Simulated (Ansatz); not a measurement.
## TaN (P-6m2): modes against biaxial strain in the (0001) plane, that of a and b

Aim: how do the optical modes of TaN (P-6m2) shift and split under this strain?

Method: DFT PBEsol, scalar-relativistic, plane waves, PAW; PAW set soft_1, in Ansatz 0.2.0.

### 1. Starting point

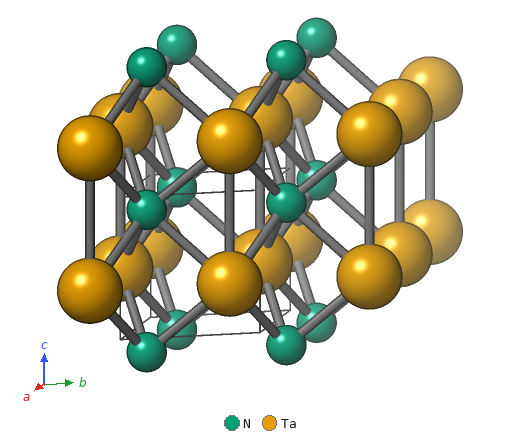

The cell as given, slightly off an axis (nitrogen teal, tantalum orange). 2×2×2 cells are drawn. Some periodic images of atoms are drawn too.

Coordinates:

```cif
data_structure
_symmetry_space_group_name_H-M 'P 1'
_symmetry_Int_Tables_number 1
_cell_length_a 2.9380
_cell_length_b 2.9380
_cell_length_c 2.8830
_cell_angle_alpha 90.000
_cell_angle_beta 90.000
_cell_angle_gamma 120.000
_cell_volume 21.55
loop_
_atom_site_label
_atom_site_type_symbol
_atom_site_fract_x
_atom_site_fract_y
_atom_site_fract_z
_atom_site_occupancy
N1 N 0.66667 0.33333 0.00000 1
Ta2 Ta 0.00000 0.00000 0.50000 1
```

### 2. Relaxation

Harmonic phonons are second derivatives at a point where the forces vanish, and they are wanted at zero stress, so atoms and cell are relaxed first.

The input, input.yaml:

```yaml
crystal:
  lattice:
    - [2.938, 0.0, 0.0]
    - [-1.469, 2.5443826363, 0.0]
    - [0.0, 0.0, 2.883]
  atoms:
    - { symbol: "N", position: [0.66666667, 0.33333333, 0.0] }
    - { symbol: Ta, position: [0.0, 0.0, 0.5] }
kpoints:
  mp_grid: { grid: [18, 18, 14] }
hamiltonian:
  xc: pbesol
  pseudopotentials: { kind: paw, azcp: { folder: soft_1 }, xc_functional: pbe }
scf:
  occupations: { method: gaussian, width: 0.1 }
output:
  forces: true
  stress: true
  eigenvalues: true
relax:
  adjacent_minimum: "off"
  f_tol: 0.005
  max_steps: 80
  cell: { stress_tol: 0.05 }
```

Run with:

```console
$ ansatz run input.yaml --threads 4 --pin off --max-ram 10240MiB --backend cpu --events-out ev --progress --plain --runs-dir out
```

Numbers of over 12 decimals in the logs are rounded to 6 here.

Log:

```text
Engine: ansatz 0.2.0, x86_64-unknown-linux-gnu
Pseudopotentials: kind: paw
Pseudopotential: N, paw, valence charge 5, recommended cutoff 420 eV (normal), soft_1/N.paw.azcp
Pseudopotential: Ta, paw, valence charge 13, recommended cutoff 420 eV (normal), soft_1/Ta.paw.azcp
Functional definition: PBEsol
  exchange = pbesol_x
  correlation = pbesol_c
Crystal: 2 atoms, lattice volume = 21.552 Å³
Basis set: ecut = 420 eV, 405 PW (Γ), exchange–correlation on 40×40×40 points (8 copies of the dense FFT grid, shifted against one another)
Bands: 13, of which v1, the nominal top of the filled ones, is band 9 counted from 1 (8 counted from 0)
Symmetry: 12 space group operations
Space group: P-6m2 (ITA 187), of the structure as read, at distance tolerance 2.8e-5 Å
k-points: 296 of 4536 (time reversal used)
Non-local potential: N, projectors of the file, l = 0: 2, l = 1: 2, l = 2: 1
Non-local potential: Ta, projectors of the file, l = 0: 3, l = 1: 2, l = 2: 2, l = 3: 1
PAW form: soft (Blöchl's): semilocal exchange-correlation on the pseudo side does not see the compensation charge
PAW frozen core: N, regenerated for the run's functional, and the local potential with it (the file was generated under x = pbe(κ = 0.804, μ = 0.219515), c = pbe(β = 0.066725))
PAW frozen core: Ta, regenerated for the run's functional, and the local potential with it (the file was generated under x = pbe(κ = 0.804, μ = 0.219515), c = pbe(β = 0.066725))
PAW one-centre angular grid: N, 110 points (default); XC on 64 Gauss nodes
PAW one-centre angular grid: Ta, 590 points (default); XC on 64 Gauss nodes
Initial density: superposition of atomic densities (chi_scale 0.1, normalization cell, long waves kept (reshape's long-wave potential 0.00 eV rms))
Initial wavefunctions: pseudopotential atomic-orbital guess
Functional: x = pbesol(κ = 0.804, μ = 0.123457), c = pbesol(β = 0.046)
SCF iter   1: F=—  HF=-10188.575588 eV  |F-HF|=—  |Δ(HF+E_count)|=         —  Δρ=4.82e-2  dr2=2.73e-1  ethr=3.10e-3  ⟨swp⟩=5.1  Hψ=18417  notcnv=0
preconditioner: auto → none  [metal: Δε(μ)=0.057 eV  Ē_g=11.147 eV  σ=0.100 eV  W_gap=0.31  n_scr=8 (ndim 8)  ℏωp=25.3 eV  f_vac=0.000  D(μ)=0.05/eV (n_scr^D=0)  sad-step TF]
SCF iter   2: F=—  HF=-10188.568347 eV  |F-HF|=—  |Δ(HF+E_count)|=   7.24e-3  Δρ=3.02e-2  dr2=1.19e-1  ethr=1.52e-3  ⟨swp⟩=1.0  Hψ=6216  notcnv=0
SCF iter   3: F=—  HF=-10188.555351 eV  |F-HF|=—  |Δ(HF+E_count)|=   1.30e-2  Δρ=1.70e-3  dr2=2.78e-4  ethr=6.59e-4  ⟨swp⟩=2.9  Hψ=6429  notcnv=0
SCF iter   4: F=—  HF=-10188.555428 eV  |F-HF|=—  |Δ(HF+E_count)|=   7.73e-5  Δρ=4.20e-4  dr2=3.04e-5  ethr=1.54e-6  ⟨swp⟩=2.6  Hψ=6379  notcnv=0
SCF iter   5: F=—  HF=-10188.555433 eV  |F-HF|=—  |Δ(HF+E_count)|=   4.48e-6  Δρ=4.78e-5  dr2=3.11e-7  ethr=1.69e-7  ⟨swp⟩=2.0  Hψ=5103  notcnv=0
SCF iter   6: F=-10188.555433 eV  HF=-10188.555433 eV  |F-HF|=2.67e-10  |Δ(HF+E_count)|=   1.24e-8  Δρ=9.17e-6  dr2=5.21e-9  ethr=5.56e-10  ⟨swp⟩=5.9  Hψ=18047  notcnv=0
SCF 1 converged in 6 iterations: F = -10188.555433 eV  dr2 = 5.21e-9
  greatest PAW one-centre occupation: 0.999 electrons in one spin orbital (limit 2), on the Ta atom at site 1 (counted from 0), in its partial waves of l = 0
relax step   1: F+E_penalty+E_count = -10188.55543255 eV  Δ(F+E_penalty+E_count) = +0.000e0 eV  max|allowed force component| = 1.110e-16 eV/Å  Δτ_max = 0.0000 Å  P = -4.926 GPa  Ω = 21.552 Å³  (6 SCF iters, dr2 threshold 1.00e-7 eV, accepted)
Crystal: 2 atoms, lattice volume = 21.066 Å³
Initial density: handed on by an earlier stage of this run
Initial wavefunctions: those handed on with the density
iter 1 solved again at ethr=9.39e-6 eV; its pass at ethr=3.10e-3 eV (dr2=1.69e-3 eV) is discarded
SCF iter   1: F=—  HF=-10188.558523 eV  |F-HF|=—  |Δ(HF+E_count)|=         —  Δρ=3.00e-3  dr2=1.63e-3  ethr=9.39e-6  ⟨swp⟩=2.1  Hψ=25159  notcnv=0
preconditioner: auto → none  [metal: Δε(μ)=0.069 eV  Ē_g=11.267 eV  σ=0.100 eV  W_gap=0.37  n_scr=8 (ndim 8)  ℏωp=25.6 eV  f_vac=0.000  D(μ)=0.05/eV (n_scr^D=0)]
SCF iter   2: F=—  HF=-10188.558049 eV  |F-HF|=—  |Δ(HF+E_count)|=   4.75e-4  Δρ=8.56e-4  dr2=1.26e-4  ethr=9.07e-6  ⟨swp⟩=2.2  Hψ=4993  notcnv=0
SCF iter   3: F=—  HF=-10188.558027 eV  |F-HF|=—  |Δ(HF+E_count)|=   2.19e-5  Δρ=1.78e-4  dr2=3.49e-6  ethr=6.99e-7  ⟨swp⟩=2.1  Hψ=4889  notcnv=0
iter 4 did not close the SCF: its close was put off for the readings that it lacked (scf_convergence_deferred on its scf_iter line)
SCF iter   4: F=-10188.558027 eV  HF=-10188.558027 eV  |F-HF|=2.58e-8  |Δ(HF+E_count)|=   1.76e-7  Δρ=1.79e-5  dr2=4.58e-8  ethr=1.94e-8  ⟨swp⟩=1.7  Hψ=4470  notcnv=0
iter 5 did not close the SCF: its close was put off for the readings that it lacked (scf_convergence_deferred on its scf_iter line)
SCF iter   5: F=-10188.558027 eV  HF=-10188.558027 eV  |F-HF|=8.20e-10  |Δ(HF+E_count)|=   1.75e-8  Δρ=2.77e-6  dr2=1.39e-9  ethr=2.55e-10  ⟨swp⟩=2.5  Hψ=6250  notcnv=0
SCF iter   6: F=-10188.558027 eV  HF=-10188.558027 eV  |F-HF|=3.27e-11  |Δ(HF+E_count)|=  3.06e-10  Δρ=4.83e-7  dr2=3.81e-11  ethr=7.72e-12  ⟨swp⟩=1.5  Hψ=10691  notcnv=0
SCF 2 converged in 6 iterations: F = -10188.558027 eV  dr2 = 3.81e-11
relax step   2: F+E_penalty+E_count = -10188.55802719 eV  Δ(F+E_penalty+E_count) = -2.595e-3 eV  max|allowed force component| = 2.220e-16 eV/Å  Δτ_max = 0.0000 Å  P = +3.148 GPa  Ω = 21.066 Å³  energy of the carried Pulay correction = +8.492e-4 eV  (6 SCF iters, dr2 threshold 2.00e-7 eV, accepted)
Crystal: 2 atoms, lattice volume = 21.250 Å³
iter 1 solved again at ethr=2.25e-6 eV; its pass at ethr=3.10e-3 eV (dr2=4.04e-4 eV) is discarded
SCF iter   1: F=—  HF=-10188.560662 eV  |F-HF|=—  |Δ(HF+E_count)|=         —  Δρ=1.50e-3  dr2=4.34e-4  ethr=2.25e-6  ⟨swp⟩=2.0  Hψ=24445  notcnv=0
preconditioner: auto → none  [metal: Δε(μ)=0.074 eV  Ē_g=11.189 eV  σ=0.100 eV  W_gap=0.40  n_scr=8 (ndim 8)  ℏωp=25.5 eV  f_vac=0.000  D(μ)=0.05/eV (n_scr^D=0)]
SCF iter   2: F=—  HF=-10188.560515 eV  |F-HF|=—  |Δ(HF+E_count)|=   1.47e-4  Δρ=4.64e-4  dr2=3.05e-5  ethr=2.25e-6  ⟨swp⟩=2.5  Hψ=5509  notcnv=0
SCF iter   3: F=—  HF=-10188.560514 eV  |F-HF|=—  |Δ(HF+E_count)|=   9.88e-7  Δρ=9.93e-5  dr2=7.60e-7  ethr=1.69e-7  ⟨swp⟩=2.4  Hψ=5339  notcnv=0
iter 4 did not close the SCF: its close was put off for the readings that it lacked (scf_convergence_deferred on its scf_iter line)
SCF iter   4: F=-10188.560514 eV  HF=-10188.560514 eV  |F-HF|=2.03e-9  |Δ(HF+E_count)|=   9.07e-8  Δρ=6.23e-6  dr2=4.54e-9  ethr=4.22e-9  ⟨swp⟩=1.2  Hψ=4014  notcnv=0
iter 5 did not close the SCF: its close was put off for the readings that it lacked (scf_convergence_deferred on its scf_iter line)
SCF iter   5: F=-10188.560514 eV  HF=-10188.560514 eV  |F-HF|=1.26e-10  |Δ(HF+E_count)|=   1.66e-9  Δρ=1.04e-6  dr2=1.82e-10  ethr=2.52e-11  ⟨swp⟩=2.0  Hψ=6120  notcnv=0
SCF iter   6: F=-10188.560514 eV  HF=-10188.560514 eV  |F-HF|=5.46e-12  |Δ(HF+E_count)|=  3.64e-11  Δρ=1.64e-7  dr2=2.15e-12  ethr=1.01e-12  ⟨swp⟩=1.0  Hψ=10157  notcnv=0
SCF 3 converged in 6 iterations: F = -10188.560514 eV  dr2 = 2.15e-12
relax step   3: F+E_penalty+E_count = -10188.56051384 eV  Δ(F+E_penalty+E_count) = -2.487e-3 eV  max|allowed force component| = 1.295e-16 eV/Å  Δτ_max = 0.0000 Å  P = +0.110 GPa  Ω = 21.250 Å³  energy of the carried Pulay correction = +5.229e-4 eV  (6 SCF iters, dr2 threshold 2.00e-7 eV, accepted)
[...]
relax step   4: F+E_penalty+E_count = -10188.56056880 eV  Δ(F+E_penalty+E_count) = -5.497e-5 eV  max|allowed force component| = 2.035e-16 eV/Å  Δτ_max = 0.0000 Å  P = -0.007 GPa  Ω = 21.255 Å³  energy of the carried Pulay correction = +5.157e-4 eV  (6 SCF iters, dr2 threshold 2.00e-7 eV, accepted)
Initial wavefunctions: pseudopotential atomic-orbital guess (no wavefunctions were taken with the density)
iter 1 solved again at ethr=4.38e-8 eV; its pass at ethr=3.10e-3 eV (dr2=7.88e-6 eV) is discarded
SCF iter   1: F=—  HF=-10188.560081 eV  |F-HF|=—  |Δ(HF+E_count)|=         —  Δρ=5.85e-5  dr2=1.04e-7  ethr=4.38e-8  ⟨swp⟩=3.2  Hψ=29846  notcnv=0
SCF iter   2: F=—  HF=-10188.560088 eV  |F-HF|=—  |Δ(HF+E_count)|=   7.57e-6  Δρ=2.79e-5  dr2=1.86e-8  ethr=5.78e-10  ⟨swp⟩=2.3  Hψ=5647  notcnv=0
SCF iter   3: F=—  HF=-10188.560088 eV  |F-HF|=—  |Δ(HF+E_count)|=   2.94e-8  Δρ=3.14e-6  dr2=2.35e-10  ethr=1.04e-10  ⟨swp⟩=2.1  Hψ=5307  notcnv=0
iter 4 did not close the SCF: its close was put off for the readings that it lacked (scf_convergence_deferred on its scf_iter line)
SCF iter   4: F=-10188.560088 eV  HF=-10188.560088 eV  |F-HF|=3.64e-12  |Δ(HF+E_count)|=  5.20e-10  Δρ=2.13e-7  dr2=3.32e-12  ethr=1.30e-12  ⟨swp⟩=2.1  Hψ=5729  notcnv=0
iter 5 did not close the SCF: its close was put off for the readings that it lacked (scf_convergence_deferred on its scf_iter line)
SCF iter   5: F=-10188.560088 eV  HF=-10188.560088 eV  |F-HF|=3.64e-12  |Δ(HF+E_count)|=    0.00e0  Δρ=4.07e-8  dr2=1.65e-13  ethr=1.00e-12  ⟨swp⟩=1.0  Hψ=3848  notcnv=0
iter 6 did not close the SCF: its close was put off for the readings that it lacked (scf_convergence_deferred on its scf_iter line)
SCF iter   6: F=-10188.560088 eV  HF=-10188.560088 eV  |F-HF|=9.09e-12  |Δ(HF+E_count)|=  5.46e-12  Δρ=3.79e-9  dr2=3.42e-15  ethr=1.00e-12  ⟨swp⟩=1.0  Hψ=3848  notcnv=0
iter 7 did not close the SCF: its close was put off for the readings that it lacked (scf_convergence_deferred on its scf_iter line)
SCF iter   7: F=-10188.560088 eV  HF=-10188.560088 eV  |F-HF|=7.28e-12  |Δ(HF+E_count)|=  1.27e-11  Δρ=8.81e-10  dr2=7.50e-17  ethr=1.00e-12  ⟨swp⟩=1.0  Hψ=3848  notcnv=0
SCF iter   8: F=-10188.560088 eV  HF=-10188.560088 eV  |F-HF|=1.82e-12  |Δ(HF+E_count)|=  7.28e-12  Δρ=2.62e-10  dr2=1.22e-17  ethr=1.00e-12  ⟨swp⟩=2.0  Hψ=10569  notcnv=0
SCF 5 converged in 8 iterations: F = -10188.560088 eV  dr2 = 1.22e-17
relax step   5: F+E_penalty+E_count = -10188.56008843 eV  Δ(F+E_penalty+E_count) = +4.804e-4 eV  max|allowed force component| = 1.665e-16 eV/Å  Δτ_max = 0.0000 Å  P = -0.043 GPa  Ω = 21.255 Å³  stress off target by 4.32e-2 GPa  SCF on the basis re-selected at this cell (its energy is not comparable with the rows above)  (8 SCF iters)
basis re-selected at this cell: Δ(F+E_penalty+E_count) = +4.804e-4 eV, ΔP = -0.036 GPa vs the last step (what re-selecting the basis moved, of the pressure what is left beyond the Pulay correction that the steps carried, after the strain that the cell walked since its last selection, with what the two solves' SCF thresholds leave and, on support functions, any second-order correction that the steps lacked; it is no m [...]
SCF converged after 8 iterations
Free energy (F): -10188.560088 eV
Harris-Foulkes:  -10188.560088 eV  (|F-HF|=1.82e-12)
Internal energy: -10188.559839 eV  (E = F + TS)
E sigma→0 (E₀):  -10188.559963 eV
Entropy (-TS):   -0.000250 eV (-0.125 meV/atom)
Fermi energy:    20.254309 eV
--- Per-component energies (eV) ---
  E_band       = -51.070922
  E_kinetic    = 523.833113
  E_local      = -581.262107  (includes V_loc(G=0)·N_el)
  E_nonlocal   = 26.418140
  E_hartree    = 207.822234
  E_xc         = -379.200911
  E_vxc        = -310.430174  (∫ρ·V_xc dr)
  E_paw        = -8304.610612  (= ΣΔE_a)
  E_vpaw       = -125.275272  (= ΣTr[D̂ρ^β])
  E_aug_tail   = 0.000910  (compensation charges beyond the density's cutoff)
  E_ewald      = -1681.802418
  E_core_change = 0.241812  (= ΣΔE_core)
  E_smearing   = -0.000250  (= −TS)
  E_closure    = 0.000000  (closes the sum)
  Σ components = -10188.560088   (vs F -10188.560088, Δ=0.00e0)
--- Forces (eV/Å), atoms counted from 1 ---
  atom   1  N      0.00000000     0.00000000     0.00000000
  atom   2  Ta    -0.00000000     0.00000000     0.00000000
  max |Σ_I F_I| component: 7.03e-16 eV/Å
--- Stress (GPa, compression-positive) ---
       -0.043213       0.000000      -0.000000
       -0.000000      -0.043213      -0.000000
       -0.000000      -0.000000      -0.042363
  P = ⅓ Tr σ = -0.0429 GPa (-0.429 kbar)
--- Band table (eV; the first three rows and the last of 296) ---
  k-point 0: bands = [... 5 lower, 15.6496, 15.6496, 15.9908, 17.3308, 22.5672, 23.9264, 23.9264, 24.3491]
  k-point 1: bands = [... 5 lower, 15.5908, 15.6924, 15.6924, 17.6639, 22.7539, 23.1826, 23.1826, 24.9012]
  k-point 2: bands = [... 5 lower, 14.7451, 15.8135, 15.8135, 18.3883, 22.2484, 22.2484, 23.2468, 25.2542]
  k-point 295: bands = [... 5 lower, 11.9035, 13.6598, 16.3769, 19.9269, 24.8619, 25.4312, 27.1414, 27.9792]
--- Relaxed structure (4 steps of the walk, 4 accepted, 1 SCFs on fresh bases) ---
  F+E_penalty+E_count = -10188.56008843 eV   max|allowed force component| = 1.665e-16 eV/Å   (the final SCF, on the basis selected at the relaxed cell)
  cell:  # Å, volume = 21.2547 Å³
    - [2.923993, 0.0, 0.0]
    - [-1.461997, 2.532252, 0.0]
    - [0.0, 0.0, 2.870589]
  atoms:
    - { symbol: N, position: [0.666667, 0.333333, 0.0] }
    - { symbol: Ta, position: [1.850371700815422e-17, -1.850371700815424e-17, 0.5] }
```

Elapsed: 24 s, on 4 threads of Intel Xeon at 2.50GHz (Skylake/Cascade Lake), shared host; peak memory 0.46 GiB.

The steps of the relaxation:

| step | energy less that of the first step (eV) | largest force component (eV/Å) | pressure (GPa) | volume (Å³) |
| --- | --- | --- | --- | --- |
| 1 | 0.0000 | 0.0000 | -4.93 | 21.55 |
| 2 | -0.0026 | 0.0000 | 3.15 | 21.07 |
| 3 | -0.0051 | 0.0000 | 0.11 | 21.25 |
| 4 | -0.0051 | 0.0000 | -0.01 | 21.25 |
| 5* | -0.0047 | 0.0000 | -0.04 | 21.25 |

Relaxation steps marked * repeat the geometry before them on a plane-wave basis chosen anew for their cell, so energy and pressure can jump there.

Forces are held to the 12 operations that the run works with; a distortion that breaks them can't arise in this run.

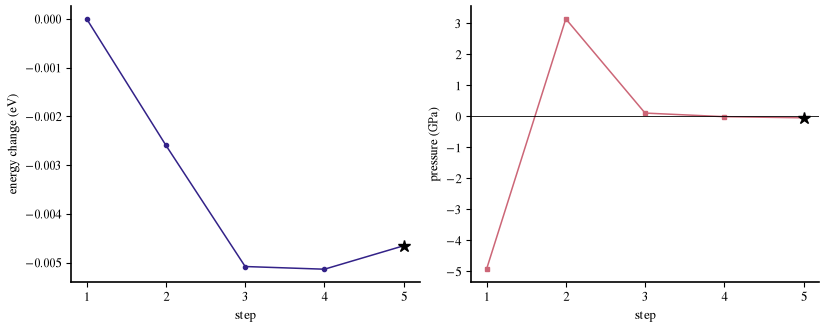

Energy and pressure along the relaxation. Stars mark steps on a basis chosen anew.

| conventional cell, symmetrised | before | after | change |
| --- | --- | --- | --- |
| a (Å) | 2.938 | 2.924 | -0.5 % |
| b (Å) | 2.938 | 2.924 | -0.5 % |
| c (Å) | 2.883 | 2.871 | -0.4 % |
| volume (Å³/atom) | 10.78 | 10.63 | -1.4 % |

The relaxed structure:

```
N Ta
1.0
     2.92399    0.00000    0.00000
    -1.46200    2.53225    0.00000
     0.00000    0.00000    2.87059
N Ta
1 1
Direct
  0.66667 0.33333 0.00000
  0.00000 0.00000 0.50000
```

This step gave:

| Item | Value |
| --- | --- |
| pressure | -0.04293 GPa |
| volume per atom | 10.63 Å³ |
| gap on the k-mesh | 0 eV |

In this step the volume went from 10.78 to 10.63 Å³/atom.

### 3. Tight relaxation

Phonons need small forces and stress, so the relaxation is finished with tight tolerances on 18×18×16 k points.

input.yaml, the sections that differ from step 2:

```yaml
crystal:
  lattice:
    - [2.9239930434, 0.0, 0.0]
    - [-1.4619965217, 2.5322522561, 0.0]
    - [0.0, 0.0, 2.8705888219]
  atoms:
    - { symbol: "N", position: [0.6666666667, 0.3333333333, 0.0] }
    - { symbol: Ta, position: [0.0, 0.0, 0.5] }
kpoints:
  mp_grid: { grid: [18, 18, 16] }
scf:
  occupations: { method: methfessel_paxton, width: 0.2 }
relax:
  adjacent_minimum: "off"
  f_tol: 0.001
  max_steps: 60
  cell: { stress_tol: 0.01 }
# hamiltonian, output: as in step 2
```

Log:

```text
[...]
Crystal: 2 atoms, lattice volume = 21.255 Å³
Basis set: ecut = 420 eV, 405 PW (Γ), exchange–correlation on 40×40×40 points (8 copies of the dense FFT grid, shifted against one another)
Bands: 13, of which v1, the nominal top of the filled ones, is band 9 counted from 1 (8 counted from 0)
Symmetry: 12 space group operations
[...]
k-points: 333 of 5184 (time reversal used)
[...]
k-point 332: bands = [... 5 lower, 11.9052, 13.6619, 16.3793, 19.9289, 24.8653, 25.4341, 27.1441, 27.9824]
--- Relaxed structure (3 steps of the walk, 2 accepted, 1 SCFs on fresh bases) ---
[...]
cell:  # Å, volume = 21.2524 Å³
    - [2.923831, 0, 0.0]
    - [-1.461916, 2.532112, 0.0]
    - [0.0, 0.0, 2.870607]
  atoms:
    - { symbol: N, position: [0.666667, 0.333333, 0.0] }
    - { symbol: Ta, position: [-3.7007434155248937e-17, 0, 0.5] }
[key lines of the parts left out:]
SCF converged after 4 iterations
Free energy (F): -10188.559898 eV
Fermi energy:    20.235641 eV
P = ⅓ Tr σ = -0.0032 GPa (-0.032 kbar)
```

Run time: 21 s. Hardware: 4 threads; peak memory 0.47 GiB.

Little changed from the start: no atom moved by 0.005 Å and no cell edge by 0.1 %.

Numbers from this step:

* pressure: -0.003181 GPa

The forces vanish by symmetry and the pressure is -0.003 GPa, within the tolerances set. The cell now holds 10.63 Å³/atom.

(Continued in part 2 of 2.)

[Logs are printed without paths, hosts, clocks, repeated set-up lines and the standing remarks that a program may print on its own settings, such as how far it seeks lower states.]

[Hosts, paths, dates, database ids (printed as entryN), source tags and the programs' standing remarks are cut or masked in the printed files.]
